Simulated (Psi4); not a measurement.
## CH₄ClSi: energy and gradient calculation

The run: energy and gradient calculation of CH₄ClSi, multiplicity 2, SMILES C[SiH]Cl. Method and program: r2SCAN/6-311+G**, UKS (Psi4 1.11).

A bond length was changed on purpose from its optimised value.

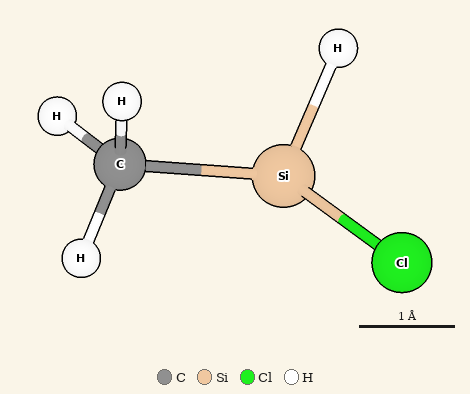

Fig. 1: The structure (ball-and-stick view, seen at a tilt).

Key numbers

```tsv
quantity	value
outcome	converged
total energy	−790.145232 hartree
basis functions	106
largest force	3.357 eV/Å
⟨S²⟩	0.753
dipole moment	2.09 D
hardware	1 thread of AMD EPYC (Zen 3), 192 GiB of memory available, shared host
wall time	2.2 min
peak memory	0.66 GiB
```

The input (run.py)
```python
import numpy as np
from ase.calculators.psi4 import Psi4
from ase import Atoms

atoms = Atoms(['C', 'Si', 'Cl', 'H', 'H', 'H', 'H'], positions=[
    [-0.555002, 0.457344, -0.471142],
    [1.085598, -0.399256, -0.229742],
    [0.766998, -2.308856, 0.485458],
    [-0.393502, 1.478544, -0.824942],
    [-1.182000, 0.503000, 0.618400],
    [-1.167402, -0.072556, -1.202442],
    [1.936198, 0.306144, 0.771558],
])
calc = Psi4(atoms=atoms, method='r2scan', basis='6-311+G**', memory='1600MB', num_threads=1, charge=0, multiplicity=2, label='psi4-calc', reference='uks')
calc.psi4.set_options({'puream': True, 'e_convergence': 1e-09, 'd_convergence': 1e-08, 'scf_type': 'pk', 'dft_radial_points': 99, 'dft_spherical_points': 590, 'maxiter': 200})
atoms.calc = calc

forces = atoms.get_forces()
print(f'energy: {atoms.get_potential_energy():.6f} eV')
print('forces / eV A^-1')
print(np.round(forces, 5))
```

Launch command:
```bash
python run.py
```

Output
```
gradient() will perform analytic gradient computation.

   => Loading Basis Set <=

    Name: 6-311+G**
    Role: ORBITAL
    Keyword: BASIS

         ---------------------------------------------------------
                                   SCF
                              UKS Reference
                        1 Threads,   1525 MiB Core
         ---------------------------------------------------------

  ==> Geometry <==

    Molecular point group: c1
    Full point group: C1

    Geometry (in Angstrom), charge = 0, multiplicity = 2:

       Center              X                  Y                   Z               Mass
    ------------   -----------------  -----------------  -----------------  -----------------
         C           -1.184547856508     1.523316663547    -0.524984410806    12.000000000000
         SI           0.456052143492     0.666716663547    -0.283584410806    27.976926534650
         CL           0.137452143492    -1.242883336453     0.431615589194    34.968852682000
         H           -1.023047856508     2.544516663547    -0.878784410806     1.007825032230
         H           -1.811545856508     1.568972663547     0.564557589194     1.007825032230
         H           -1.796947856508     0.993416663547    -1.256284410806     1.007825032230
         H            1.306652143492     1.372116663547     0.717715589194     1.007825032230

  Running in c1 symmetry.

  Rotational constants: A =      0.59194  B =      0.13084  C =      0.11168 [cm^-1]
  Rotational constants: A =  17745.98485  B =   3922.39844  C =   3348.09918 [MHz]
  Nuclear repulsion =  136.847357566988961

  Charge       = 0
  Multiplicity = 2
  Electrons    = 41
  Nalpha       = 21
  Nbeta        = 20

  ==> Algorithm <==

  SCF Algorithm Type is PK.
  DIIS enabled.
  MOM disabled.
  Fractional occupation disabled.
  Guess Type is SAD.
  Energy threshold   = 1.00e-09
  Density threshold  = 1.00e-08
  Integral threshold = 1.00e-12

  ==> Primary Basis <==

  Basis Set: 6-311+G**
    Blend: 6-311+G**
    Number of shells: 54
    Number of basis functions: 106
    Number of Cartesian functions: 109
    Spherical Harmonics?: true
    Max angular momentum: 2

  ==> DFT Potential <==

   => LibXC <=

    Version 7.1.2

   => Composite Functional: R2SCAN <=

    r2SCAN Meta-GGA XC Functional  (0.1021/acs.jpclett.0c02405)

    Deriv               =              1
    GGA                 =           TRUE
    Meta                =           TRUE

    Exchange Hybrid     =          FALSE
    MP2 Hybrid          =          FALSE

   => Exchange Functionals <=

    1.0000   XC_MGGA_X_R2SCAN

   => Correlation Functionals <=

    1.0000   XC_MGGA_C_R2SCAN

   => LibXC Density Thresholds  <==

    XC_MGGA_C_R2SCAN:  1.00E-15
    XC_MGGA_X_R2SCAN:  1.00E-11

   => Molecular Quadrature <=

    Radial Scheme          =       TREUTLER
    Pruning Scheme         =           NONE
    Nuclear Scheme         =       TREUTLER

    Blocking Scheme        =         OCTREE
    BS radius alpha        =              1
    Pruning alpha          =              1
    Radial Points          =             99
    Spherical Points       =            590
    Total Points           =         392535
    Total Blocks           =           2824
    Max Points             =            256
    Max Functions          =            104
    Weights Tolerance      =       1.00E-15

  ==> Integral Setup <==

  Using in-core PK algorithm.
   Calculation information:
      Number of atoms:                   7
      Number of AO shells:              54
      Number of primitives:             94
      Number of atomic orbitals:       109
      Number of basis functions:       106

      Integral cutoff                 1.00e-12
      Number of threads:                 1

  Performing in-core PK
  Using 32165912 doubles for integral storage.
  We computed 952919 shell quartets total.
  Whereas there are 1103355 unique shell quartets.

  ==> DiskJK: Disk-Based J/K Matrices <==

    J tasked:                  Yes
    K tasked:                   No
    wK tasked:                  No
    Memory [MiB]:              963
    Schwarz Cutoff:          1E-12

  Cached 7.7% of DFT collocation blocks in 0.173 [GiB].

  Minimum eigenvalue in the overlap matrix is 8.4111647730E-04.
  Reciprocal condition number of the overlap matrix is 1.0725030745E-04.
    Using symmetric orthogonalization.

  ==> Pre-Iterations <==

  SCF Guess: Superposition of Atomic Densities via on-the-fly atomic UHF (no occupation information).

   -------------------------
    Irrep   Nso     Nmo
   -------------------------
     A        106     106
   -------------------------
    Total     106     106
   -------------------------

  ==> Iterations <==

                        Total Energy        Delta E     RMS |[F,P]|

   @UKS iter SAD:  -789.69385447773607   -7.89694e+02   0.00000e+00
   @UKS iter   1:  -789.79688246832961   -1.03028e-01   8.04180e-03 DIIS/ADIIS
   @UKS iter   2:  -789.40101455896172    3.95868e-01   9.74904e-03 DIIS/ADIIS
   @UKS iter   3:  -790.13198754004691   -7.30973e-01   1.41365e-03 DIIS/ADIIS
   @UKS iter   4:  -790.14382817848036   -1.18406e-02   5.03781e-04 DIIS/ADIIS
   @UKS iter   5:  -790.14502964399651   -1.20147e-03   1.79308e-04 DIIS/ADIIS
   @UKS iter   6:  -790.14522052427617   -1.90880e-04   4.05623e-05 DIIS
   @UKS iter   7:  -790.14523100825704   -1.04840e-05   1.21135e-05 DIIS
   @UKS iter   8:  -790.14523210494212   -1.09669e-06   2.71704e-06 DIIS
   @UKS iter   9:  -790.14523216508451   -6.01424e-08   1.00014e-06 DIIS
   @UKS iter  10:  -790.14523217372130   -8.63679e-09   1.81869e-07 DIIS
   @UKS iter  11:  -790.14523217412875   -4.07454e-10   4.54256e-08 DIIS
   @UKS iter  12:  -790.14523217415444   -2.56932e-11   1.59082e-08 DIIS
   @UKS iter  13:  -790.14523217415604   -1.59162e-12   5.25241e-09 DIIS
  Energy and wave function converged.

  ==> Post-Iterations <==

   Electrons on quadrature grid:
      Nalpha   =   20.9999996314 ; deviation = -3.686e-07
      Nbeta    =   19.9999998722 ; deviation = -1.278e-07
      Ntotal   =   40.9999995036 ; deviation = -4.964e-07

   @Spin Contamination Metric:   2.546505888E-03
   @S^2 Expected:                7.500000000E-01
   @S^2 Observed:                7.525465059E-01
   @S   Expected:                5.000000000E-01
   @S   Observed:                5.000000000E-01

    Orbital Energies [Eh]
    ---------------------

    Alpha Occupied:

       1A   -101.207164     2A    -65.854953     3A    -10.053800
       4A     -9.367287     5A     -7.111796     6A     -7.105905
       7A     -7.104995     8A     -5.237550     9A     -3.582988
      10A     -3.580494    11A     -3.576902    12A     -0.792868
      13A     -0.677866    14A     -0.486588    15A     -0.404916
      16A     -0.381363    17A     -0.357741    18A     -0.343289
      19A     -0.317308    20A     -0.289687    21A     -0.199946

    Alpha Virtual:

      22A     -0.018034    23A     -0.004113    24A      0.029068
      25A      0.044837    26A      0.053424    27A      0.061751
      28A      0.077323    29A      0.088768    30A      0.094049
      31A      0.097335    32A      0.104645    33A      0.110508
      34A      0.121335    35A      0.126615    36A      0.149229
      37A      0.156302    38A      0.192028    39A      0.251730
      40A      0.269872    41A      0.283909    42A      0.305518
      43A      0.371299    44A      0.385323    45A      0.411811
      46A      0.434454    47A      0.440736    48A      0.485141
      49A      0.505404    50A      0.533730    51A      0.542489
      52A      0.586927    53A      0.600306    54A      0.621163
      55A      0.642521    56A      0.715066    57A      0.731694
      58A      0.796735    59A      0.843000    60A      0.856310
      61A      0.886617    62A      0.900876    63A      0.909875
      64A      0.937121    65A      1.072350    66A      1.098533
      67A      1.229347    68A      1.239997    69A      1.309106
      70A      1.380103    71A      1.404047    72A      1.473562
      73A      1.490198    74A      1.538088    75A      1.580597
      76A      1.686036    77A      1.717825    78A      1.745628
      79A      1.969082    80A      2.036154    81A      2.136131
      82A      2.191179    83A      2.272099    84A      2.313419
      85A      2.332794    86A      2.436194    87A      2.508773
      88A      2.541666    89A      2.588768    90A      2.629324
      91A      2.673516    92A      2.865050    93A      3.197185
      94A      3.625215    95A      3.785091    96A      5.540358
      97A      9.721012    98A     11.299074    99A     11.370692
     100A     11.436373   101A     23.856064   102A     26.127838
     103A     26.188961   104A     26.489057   105A    141.177474
     106A    215.991556

    Beta Occupied:

       1A   -101.206402     2A    -65.851186     3A    -10.053073
       4A     -9.366878     5A     -7.110979     6A     -7.104644
       7A     -7.104547     8A     -5.234768     9A     -3.578558
      10A     -3.574141    11A     -3.573444    12A     -0.788841
      13A     -0.674907    14A     -0.468961    15A     -0.403047
      16A     -0.374204    17A     -0.351624    18A     -0.337910
      19A     -0.308362    20A     -0.285974

    Beta Virtual:

      21A     -0.110425    22A      0.000491    23A      0.008355
      24A      0.038582    25A      0.046452    26A      0.061905
      27A      0.075771    28A      0.084430    29A      0.092666
      30A      0.096784    31A      0.103983    32A      0.107204
      33A      0.115051    34A      0.119352    35A      0.131629
      36A      0.153958    37A      0.158868    38A      0.193999
      39A      0.253557    40A      0.276934    41A      0.294838
      42A      0.313506    43A      0.377109    44A      0.399332
      45A      0.424854    46A      0.446955    47A      0.453373
      48A      0.495611    49A      0.509258    50A      0.541440
      51A      0.556062    52A      0.601438    53A      0.617825
      54A      0.627749    55A      0.674760    56A      0.724049
      57A      0.748996    58A      0.807181    59A      0.849585
      60A      0.862691    61A      0.894224    62A      0.909315
      63A      0.924166    64A      0.944004    65A      1.082255
      66A      1.104992    67A      1.238341    68A      1.263394
      69A      1.328953    70A      1.391961    71A      1.409941
      72A      1.483295    73A      1.500311    74A      1.549340
      75A      1.584979    76A      1.697275    77A      1.723424
      78A      1.752108    79A      1.976530    80A      2.042631
      81A      2.142759    82A      2.195703    83A      2.280889
      84A      2.323104    85A      2.337423    86A      2.443279
      87A      2.511394    88A      2.545186    89A      2.593109
      90A      2.640297    91A      2.686256    92A      2.873094
      93A      3.204550    94A      3.631139    95A      3.788129
      96A      5.543126    97A      9.721452    98A     11.314263
      99A     11.376150   100A     11.441169   101A     23.856129
     102A     26.129634   103A     26.190718   104A     26.491123
     105A    141.180238   106A    215.992047

    Final Occupation by Irrep:
              A
    DOCC [    20 ]
    SOCC [     1 ]
    NA   [    21 ]
    NB   [    20 ]

  @UKS Final Energy:  -790.14523217415604

   => Energetics <=

    Nuclear Repulsion Energy =            136.8473575669889613
    One-Electron Energy =               -1362.5520366699920487
    Two-Electron Energy =                 491.5331483977224707
    DFT Exchange-Correlation Energy =     -55.9737014688753192
    Empirical Dispersion Energy =           0.0000000000000000
    VV10 Nonlocal Energy =                  0.0000000000000000
    Total Energy =                       -790.1452321741560354

  UHF NO Occupations:
  HONO-2 :   19  A 1.9998284
  HONO-1 :   20  A 1.9991740
  HONO-0 :   21  A 1.0000000
  LUNO+0 :   22  A 0.0008260
  LUNO+1 :   23  A 0.0001716
  LUNO+2 :   24  A 0.0001328
  LUNO+3 :   25  A 0.0000878

Computation Completed

Properties will be evaluated at   0.000000,   0.000000,   0.000000 [a0]

Properties computed using the SCF density matrix

 Multipole Moments:

 ------------------------------------------------------------------------------------
     Multipole            Electronic (a.u.)      Nuclear  (a.u.)        Total (a.u.)
 ------------------------------------------------------------------------------------

 L = 1.  Multiply by 2.5417464519 to convert [e a0] to [Debye]
 Dipole X            :          3.0207672           -3.2328681           -0.2121009
 Dipole Y            :         -6.4784675            7.2261978            0.7477303
 Dipole Z            :          0.9303336           -1.2007676           -0.2704340
 Magnitude           :                                                    0.8229350

 ------------------------------------------------------------------------------------

	total time  =        116 seconds =       1.93 minutes

         ------------------------------------------------------------
                                   SCF GRAD
         ------------------------------------------------------------

  ==> Geometry <==

    Molecular point group: c1
    Full point group: C1

    Geometry (in Angstrom), charge = 0, multiplicity = 2:

       Center              X                  Y                   Z               Mass
    ------------   -----------------  -----------------  -----------------  -----------------
         C           -1.184547856508     1.523316663547    -0.524984410806    12.000000000000
         SI           0.456052143492     0.666716663547    -0.283584410806    27.976926534650
         CL           0.137452143492    -1.242883336453     0.431615589194    34.968852682000
         H           -1.023047856508     2.544516663547    -0.878784410806     1.007825032230
         H           -1.811545856508     1.568972663547     0.564557589194     1.007825032230
         H           -1.796947856508     0.993416663547    -1.256284410806     1.007825032230
         H            1.306652143492     1.372116663547     0.717715589194     1.007825032230

  Nuclear repulsion =  136.847357566988961

  ==> Basis Set <==

  Basis Set: 6-311+G**
    Blend: 6-311+G**
    Number of shells: 54
    Number of basis functions: 106
    Number of Cartesian functions: 109
    Spherical Harmonics?: true
    Max angular momentum: 2

  ==> DirectJKGrad: Integral-Direct SCF Gradients <==

    Gradient:                    1
    J tasked:                  Yes
    K tasked:                   No
    wK tasked:                  No
    Integrals threads:           1
    Schwarz Cutoff:          1E-12

  ==> DFT Potential <==

   => LibXC <=

    Version 7.1.2

   => Composite Functional: R2SCAN <=

    r2SCAN Meta-GGA XC Functional  (0.1021/acs.jpclett.0c02405)

    Deriv               =              1
    GGA                 =           TRUE
    Meta                =           TRUE

    Exchange Hybrid     =          FALSE
    MP2 Hybrid          =          FALSE

   => Exchange Functionals <=

    1.0000   XC_MGGA_X_R2SCAN

   => Correlation Functionals <=

    1.0000   XC_MGGA_C_R2SCAN

   => LibXC Density Thresholds  <==

    XC_MGGA_C_R2SCAN:  1.00E-15
    XC_MGGA_X_R2SCAN:  1.00E-11

   => Molecular Quadrature <=

    Radial Scheme          =       TREUTLER
    Pruning Scheme         =           NONE
    Nuclear Scheme         =       TREUTLER

    Blocking Scheme        =         OCTREE
    BS radius alpha        =              1
    Pruning alpha          =              1
    Radial Points          =             99
    Spherical Points       =            590
    Total Points           =         392535
    Total Blocks           =           2824
    Max Points             =            256
    Max Functions          =            104
    Weights Tolerance      =       1.00E-15

  -Total Gradient:
     Atom            X                  Y                   Z
    ------   -----------------  -----------------  -----------------
       1        0.027393196766    -0.000944274253    -0.051970221001
       2       -0.000724149752    -0.004209671340     0.000350023107
       3        0.000483681253     0.004777089907    -0.001576276884
       4        0.001848752652    -0.001704483297    -0.001925539897
       5       -0.031627792363     0.001748086998     0.057094329036
       6        0.002974285379     0.000109696157    -0.001550367141
       7       -0.000487910725    -0.000252248565    -0.000133252323

	total time  =         12 seconds =       0.20 minutes
```

Standard output
```
energy: -21500.946928 eV
forces / eV A^-1
[[-1.40861  0.04856  2.67242]
 [ 0.03724  0.21647 -0.018  ]
 [-0.02487 -0.24565  0.08106]
 [-0.09507  0.08765  0.09902]
 [ 1.62637 -0.08989 -2.93591]
 [-0.15294 -0.00564  0.07972]
 [ 0.02509  0.01297  0.00685]]
```
